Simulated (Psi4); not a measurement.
# H3O+ (oxonium): levels of theory compared

Aim: a comparison of 6 runs (B3LYP/aug-cc-pVTZ, BLYP/aug-cc-pVTZ, M06-L/aug-cc-pVTZ, PBE0/aug-cc-pVTZ, TPSS/aug-cc-pVTZ, r2SCAN/aug-cc-pVTZ) of H3O+ (oxonium). 

The results are computed with Psi4 1.11.

1 further run of the same task is left out (set aside as unsound or not needed).

## (1) Starting point

The species is H3O+ (4 atoms), meant as a singlet with charge +1. SMILES: `[OH3+]`. One bond was lengthened or shortened from a relaxed shape.

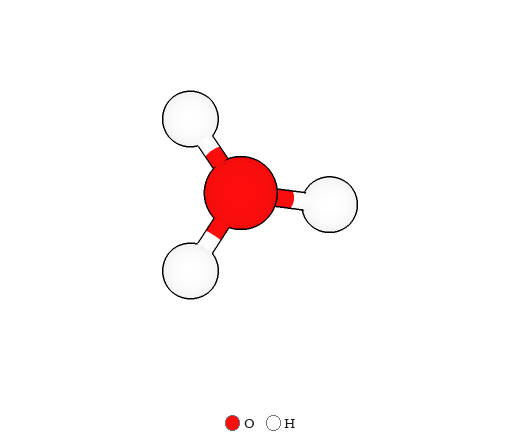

The structure, seen from a chosen angle (oxygen red, hydrogen white).

## (2) A single-point energy at B3LYP/aug-cc-pVTZ (run 1)

The input, calc.inp:

```
memory 1600 MB

molecule system {
  1 1
  O
  H 1 0.978205
  H 1 1.1249 2 113.02582
  H 1 0.978188 2 113.01489 3 -129.94024
  symmetry c1
}

set globals {
  basis aug-cc-pVTZ
  puream true
  e_convergence 1e-09
  d_convergence 1e-08
  scf_type pk
  dft_radial_points 99
  dft_spherical_points 590
}

e, wfn = energy('b3lyp', return_wfn=True)
oeprop(wfn, 'MULLIKEN_CHARGES', 'WIBERG_LOWDIN_INDICES', 'DIPOLE')
```

On the command line:

```
$ psi4 -n 1 calc.inp calc.out
```

calc.out:

```text
[...]
  Running in c1 symmetry.
[...]
  Nuclear repulsion =   13.346049755232938
[...]
  Multiplicity = 1
[...]
  Nalpha       = 5
  Nbeta        = 5
[...]
    Number of basis functions: 115
[...]
   @RKS iter   1:   -76.63267310478106    1.24295e-01   4.72440e-03 DIIS/ADIIS
[...]
   @RKS iter   8:   -76.72564762392470   -3.16760e-11   9.42490e-09 DIIS
[...]
    Orbital Energies [Eh]
    ---------------------
    Doubly Occupied:
       1A    -19.562576     2A     -1.427067     3A     -0.930854
       4A     -0.898000     5A     -0.733294
[...]
  @RKS Final Energy:   -76.72564762392470
   => Energetics <=
    Nuclear Repulsion Energy =             13.3460497552329382
    One-Electron Energy =                -127.6014189003715984
    Two-Electron Energy =                  45.1055309357114709
    DFT Exchange-Correlation Energy =      -7.5758094144975328
    Empirical Dispersion Energy =           0.0000000000000000
    VV10 Nonlocal Energy =                  0.0000000000000000
    Total Energy =                        -76.7256476239247149
[...]
 Multipole Moments:
 ------------------------------------------------------------------------------------
     Multipole            Electronic (a.u.)      Nuclear  (a.u.)        Total (a.u.)
 ------------------------------------------------------------------------------------
 L = 1.  Multiply by 2.5417464519 to convert [e a0] to [Debye]
 Dipole X            :          0.0348301           -0.5440755           -0.5092454
 Dipole Y            :          0.0237736            0.3604171            0.3841908
 Dipole Z            :         -0.0277354            0.1227688            0.0950334
 Magnitude           :                                                    0.6449533
[...]
  Mulliken Charges: (a.u.)
   Center  Symbol    Alpha    Beta     Spin     Total
       1     O     3.98732  3.98732  0.00000  0.02537
       2     H     0.36071  0.36071  0.00000  0.27857
       3     H     0.29124  0.29124  0.00000  0.41751
       4     H     0.36073  0.36073  0.00000  0.27854
   Total alpha =  5.00000, Total beta =  5.00000, Total charge =  1.00000
  Wiberg Bond Indices using Orthogonal Lowdin Orbitals:
[...]
```

It took 20 s on 1 thread of Intel Xeon Platinum 8259CL at 2.50GHz (Skylake/Cascade Lake), shared host; peak memory 0.68 GiB.

## (3) Energy and forces at BLYP/aug-cc-pVTZ (run 2)

The input, input.json:

```json
{
  "schema_name": "qcschema_input",
  "schema_version": 1,
  "molecule": {
    "schema_name": "qcschema_molecule",
    "schema_version": 2,
    "symbols": ["O", "H", "H", "H"],
    "geometry": [0.51131643, -0.01884624, 0.10281433, 0.58140637, 1.82390129, 0.23112673, -0.77269012, -0.69596723, -1.45013803, 0.18229621, -0.84418412, 1.7237836],
    "molecular_charge": 1,
    "molecular_multiplicity": 1,
    "fix_symmetry": "c1",
    "fix_com": true,
    "fix_orientation": true
  },
  "driver": "gradient",
  "model": {
    "method": "blyp",
    "basis": "aug-cc-pVTZ"
  },
  "keywords": {
    "puream": true,
    "e_convergence": 1e-09,
    "d_convergence": 1e-08,
    "scf_type": "pk",
    "dft_radial_points": 99,
    "dft_spherical_points": 590,
    "scf_properties": ["LOWDIN_CHARGES", "MAYER_INDICES", "QUADRUPOLE"]
  }
}
```

On the command line:

```
$ psi4 --qcschema input.json -n 1 --memory 1600MB
```

stdout:

```text
[...]
  Running in c1 symmetry.
[...]
  Nuclear repulsion =   13.346052389774892
[...]
  Multiplicity = 1
[...]
  Nalpha       = 5
  Nbeta        = 5
[...]
    Number of basis functions: 115
[...]
   @RKS iter   1:   -76.57552867228611    1.89776e-01   5.67178e-03 DIIS/ADIIS
[...]
   @RKS iter   9:   -76.70771198301303   -4.05009e-12   4.30315e-09 DIIS
[...]
    Orbital Energies [Eh]
    ---------------------
    Doubly Occupied:
       1A    -19.205328     2A     -1.328682     3A     -0.868961
       4A     -0.839023     5A     -0.668745
[...]
  @RKS Final Energy:   -76.70771198301303
   => Energetics <=
    Nuclear Repulsion Energy =             13.3460523897748917
    One-Electron Energy =                -127.5720793939005375
    Two-Electron Energy =                  46.8648066617955408
    DFT Exchange-Correlation Energy =      -9.3464916406829239
    Empirical Dispersion Energy =           0.0000000000000000
    VV10 Nonlocal Energy =                  0.0000000000000000
    Total Energy =                        -76.7077119830130272
[...]
 Multipole Moments:
 ------------------------------------------------------------------------------------
     Multipole            Electronic (a.u.)      Nuclear  (a.u.)        Total (a.u.)
 ------------------------------------------------------------------------------------
 L = 1.  Multiply by 2.5417464519 to convert [e a0] to [Debye]
 Dipole X            :         -4.2715816            4.0815439           -0.1900377
 Dipole Y            :         -0.0175793            0.1329800            0.1154007
 Dipole Z            :         -1.1718088            1.3272869            0.1554781
 Magnitude           :                                                    0.2713026
 L = 2.  Multiply by 1.3450342976 to convert [e a0^2] to [Debye ang]
 Quadrupole XX       :         -7.4925275            3.0598712           -4.4326563
 Quadrupole XY       :         -0.4779243            1.3672121            0.8892878
[...]
  -Total Gradient:
     Atom            X                  Y                   Z
    ------   -----------------  -----------------  -----------------
       1        0.035863039548     0.028751200685     0.060943022222
       2        0.002061682843    -0.008725408482     0.000108151404
       3       -0.041874438223    -0.023995469468    -0.054034555648
       4        0.003950422768     0.003969413046    -0.007016907458
[...]
```

The result, in JSON:

```text
{
 "driver": "gradient",
 "model": {
  "method": "blyp",
  "basis": "aug-cc-pVTZ"
 },
 "success": true,
 "return_result": [0.035863039547938076, 0.028751200685197882, 0.06094302222212046, 0.0020616828426089917, -0.00872540848186254, 0.00010815140443459076, -0.041874438223187566, -0.023995469467839092, -0.054034555648134086, 0.003950422768383825, 0.003969413045592368, -0.007016907457728261],
 "properties": {
  "calcinfo_nbasis": 115,
  "calcinfo_nmo": 115,
  "calcinfo_nalpha": 5,
  "calcinfo_nbeta": 5,
  "calcinfo_natom": 4,
  "nuclear_repulsion_energy": 13.346052389774892,
  "return_energy": -76.70771198301303,
  "return_gradient": [0.035863039547938076, 0.028751200685197882, 0.06094302222212046, 0.0020616828426089917, -0.00872540848186254, 0.00010815140443459076, -0.041874438223187566, -0.023995469467839092, -0.054034555648134086, 0.003950422768383825, 0.003969413045592368, -0.007016907457728261],
  "scf_one_electron_energy": -127.57207939390054,
  "scf_two_electron_energy": 46.86480666179554,
  "scf_xc_energy": -9.346491640682924,
  "scf_dipole_moment": [-0.19003768447142821, 0.11540073771175084, 0.15547812585960297],
  "scf_total_energy": -76.70771198301303,
  "scf_total_gradient": [0.035863039547938076, 0.028751200685197882, 0.06094302222212046, 0.0020616828426089917, -0.00872540848186254, 0.00010815140443459076, -0.041874438223187566, -0.023995469467839092, -0.054034555648134086, 0.003950422768383825, 0.003969413045592368, -0.007016907457728261],
  "scf_iterations": 9
 }
}
```

It took 34 s on 1 thread of Intel Xeon Platinum 8259CL at 2.50GHz (Skylake/Cascade Lake), shared host; peak memory 0.67 GiB.

Runs 3 to 4 aren't shown in full; the table further down has their settings and results.

## (4) Energy and forces at TPSS/aug-cc-pVTZ (run 5)

Edit input.json of step 3 so:

```diff
@@ -16,3 +16,3 @@
   "model": {
-    "method": "blyp",
+    "method": "tpss",
     "basis": "aug-cc-pVTZ"
@@ -26,3 +26,3 @@
     "dft_spherical_points": 590,
-    "scf_properties": ["LOWDIN_CHARGES", "MAYER_INDICES", "QUADRUPOLE"]
+    "scf_properties": ["LOWDIN_CHARGES", "WIBERG_LOWDIN_INDICES", "MAYER_INDICES"]
   }
```

On the command line:

```
$ psi4 --qcschema input.json -n 1 --memory 1600MB
```

stdout:

```text
[...]
  Running in c1 symmetry.
[...]
  Nuclear repulsion =   13.346052389774892
[...]
  Multiplicity = 1
[...]
  Nalpha       = 5
  Nbeta        = 5
[...]
    Number of basis functions: 115
[...]
   @RKS iter   1:   -76.61943529033866    1.52630e-01   5.21943e-03 ADIIS/DIIS
[...]
   @RKS iter   8:   -76.72999192486994   -4.65405e-11   9.98121e-09 DIIS
[...]
    Orbital Energies [Eh]
    ---------------------
    Doubly Occupied:
       1A    -19.313802     2A     -1.357384     3A     -0.877597
       4A     -0.847295     5A     -0.675114
[...]
  @RKS Final Energy:   -76.72999192486994
   => Energetics <=
    Nuclear Repulsion Energy =             13.3460523897748917
    One-Electron Energy =                -127.5908443254297708
    Two-Electron Energy =                  46.8912175957495307
    DFT Exchange-Correlation Energy =      -9.3764175849645870
    Empirical Dispersion Energy =           0.0000000000000000
    VV10 Nonlocal Energy =                  0.0000000000000000
    Total Energy =                        -76.7299919248699354
[...]
 Multipole Moments:
 ------------------------------------------------------------------------------------
     Multipole            Electronic (a.u.)      Nuclear  (a.u.)        Total (a.u.)
 ------------------------------------------------------------------------------------
 L = 1.  Multiply by 2.5417464519 to convert [e a0] to [Debye]
 Dipole X            :         -4.2733374            4.0815439           -0.1917935
 Dipole Y            :         -0.0169999            0.1329800            0.1159802
 Dipole Z            :         -1.1712422            1.3272869            0.1560448
 Magnitude           :                                                    0.2731046
[...]
  -Total Gradient:
     Atom            X                  Y                   Z
    ------   -----------------  -----------------  -----------------
       1        0.037328913859     0.028552487509     0.060977385038
       2        0.002759758904    -0.005214516061     0.000217869526
       3       -0.043941569878    -0.025494964771    -0.057265259053
       4        0.003851794847     0.002157322880    -0.003929690072
[...]
```

The result, in JSON:

```text
{
 "driver": "gradient",
 "model": {
  "method": "tpss",
  "basis": "aug-cc-pVTZ"
 },
 "success": true,
 "return_result": [0.0373289138588382, 0.02855248750871455, 0.06097738503773434, 0.002759758904187379, -0.005214516060834784, 0.00021786952645901038, -0.04394156987785322, -0.02549496477085432, -0.05726525905321289, 0.0038517948474025097, 0.0021573228802694855, -0.003929690072199787],
 "properties": {
  "calcinfo_nbasis": 115,
  "calcinfo_nmo": 115,
  "calcinfo_nalpha": 5,
  "calcinfo_nbeta": 5,
  "calcinfo_natom": 4,
  "nuclear_repulsion_energy": 13.346052389774892,
  "return_energy": -76.72999192486994,
  "return_gradient": [0.0373289138588382, 0.02855248750871455, 0.06097738503773434, 0.002759758904187379, -0.005214516060834784, 0.00021786952645901038, -0.04394156987785322, -0.02549496477085432, -0.05726525905321289, 0.0038517948474025097, 0.0021573228802694855, -0.003929690072199787],
  "scf_one_electron_energy": -127.59084432542977,
  "scf_two_electron_energy": 46.89121759574953,
  "scf_xc_energy": -9.376417584964587,
  "scf_dipole_moment": [-0.19179345641051526, 0.11598016116185016, 0.15604476377315968],
  "scf_total_energy": -76.72999192486994,
  "scf_total_gradient": [0.0373289138588382, 0.02855248750871455, 0.06097738503773434, 0.002759758904187379, -0.005214516060834784, 0.00021786952645901038, -0.04394156987785322, -0.02549496477085432, -0.05726525905321289, 0.0038517948474025097, 0.0021573228802694855, -0.003929690072199787],
  "scf_iterations": 8
 }
}
```

Run time: 65 s. Hardware: 1 thread of Intel Xeon Platinum 8259CL at 2.50GHz (Skylake/Cascade Lake), shared host; peak memory 0.68 GiB.

## (5) Energy and forces at r2SCAN/aug-cc-pVTZ (run 6)

The input, job.dat:

```
memory 1600 mb

molecule {
  1 1
  O
  H 1 R2
  H 1 R3 2 A3
  H 1 R4 2 A4 3 D4

  R2 = 0.978205
  R3 = 1.1249
  A3 = 113.02582
  R4 = 0.978188
  A4 = 113.01489
  D4 = -129.94024
  symmetry c1
}

set {
  basis aug-cc-pVTZ
  puream true
  e_convergence 1e-09
  d_convergence 1e-08
  scf_type pk
  dft_radial_points 99
  dft_spherical_points 590
}

energy_value, wavefunction = gradient('r2scan', return_wfn=True)
```

On the command line:

```
$ psi4 job.dat job.out -n 1
```

job.out:

```text
[...]
  Running in c1 symmetry.
[...]
  Nuclear repulsion =   13.346049755232938
[...]
  Multiplicity = 1
[...]
  Nalpha       = 5
  Nbeta        = 5
[...]
    Number of basis functions: 115
[...]
   @RKS iter   1:   -76.58831297526515    1.33517e-01   4.83886e-03 ADIIS/DIIS
[...]
   @RKS iter   8:   -76.68407871232311   -2.41442e-11   5.36464e-09 DIIS
[...]
    Orbital Energies [Eh]
    ---------------------
    Doubly Occupied:
       1A    -19.384301     2A     -1.385615     3A     -0.888792
       4A     -0.857795     5A     -0.687127
[...]
  @RKS Final Energy:   -76.68407871232311
   => Energetics <=
    Nuclear Repulsion Energy =             13.3460497552329382
    One-Electron Energy =                -127.6039760448809375
    Two-Electron Energy =                  46.9032772393104622
    DFT Exchange-Correlation Energy =      -9.3294296619855750
    Empirical Dispersion Energy =           0.0000000000000000
    VV10 Nonlocal Energy =                  0.0000000000000000
    Total Energy =                        -76.6840787123231138
[...]
 Multipole Moments:
 ------------------------------------------------------------------------------------
     Multipole            Electronic (a.u.)      Nuclear  (a.u.)        Total (a.u.)
 ------------------------------------------------------------------------------------
 L = 1.  Multiply by 2.5417464519 to convert [e a0] to [Debye]
 Dipole X            :          0.0368276           -0.5440755           -0.5072479
 Dipole Y            :          0.0210052            0.3604171            0.3814223
 Dipole Z            :         -0.0275719            0.1227688            0.0951969
 Magnitude           :                                                    0.6417522
[...]
  -Total Gradient:
     Atom            X                  Y                   Z
    ------   -----------------  -----------------  -----------------
       1       -0.005349703973    -0.069836742975     0.032404627459
       2        0.001770665880    -0.002165489954     0.000858284111
       3        0.002419890211     0.074629642523    -0.032963160967
       4        0.001185986022    -0.002636305373    -0.000309610836
[...]
```

Run time: 55 s. Hardware: 1 thread of Intel Xeon Platinum 8259CL at 2.50GHz (Skylake/Cascade Lake), shared host; peak memory 0.69 GiB.

## (6) Overview of the runs

| run | level | task | energy (Eh) | HOMO energy (eV) | LUMO energy (eV) | HOMO–LUMO gap (eV) | wall time |
| --- | --- | --- | --- | --- | --- | --- | --- |
| 1 | B3LYP/aug-cc-pVTZ | energy | -76.725648 | -19.95 | -8.31 | 11.64 | 20 s |
| 2 | BLYP/aug-cc-pVTZ | gradient | -76.707712 | -18.20 | -9.06 | 9.14 | 34 s |
| 3 | M06-L/aug-cc-pVTZ | gradient | -76.707347 | -18.57 | -8.28 | 10.29 | 55 s |
| 4 | PBE0/aug-cc-pVTZ | energy | -76.641542 | -20.26 | -7.82 | 12.44 | 21 s |
| 5 | TPSS/aug-cc-pVTZ | gradient | -76.729992 | -18.37 | -8.64 | 9.73 | 65 s |
| 6 | r2SCAN/aug-cc-pVTZ | gradient | -76.684079 | -18.70 | -8.09 | 10.61 | 55 s |

## (7) Results

```
                       quantity         value
            run 6: total energy  -76.68408 Eh
             run 6: HOMO energy     -18.70 eV
             run 6: LUMO energy      -8.09 eV
           run 6: HOMO–LUMO gap      10.61 eV
run 6: largest force on an atom    4.197 eV/Å
```

In words: The HOMO–LUMO gap runs from 9.14 eV (BLYP/aug-cc-pVTZ) to 12.44 eV (PBE0/aug-cc-pVTZ). Totals of different functionals can't be ranked against each other. All runs together took 4.2 min, the longest 65 s.
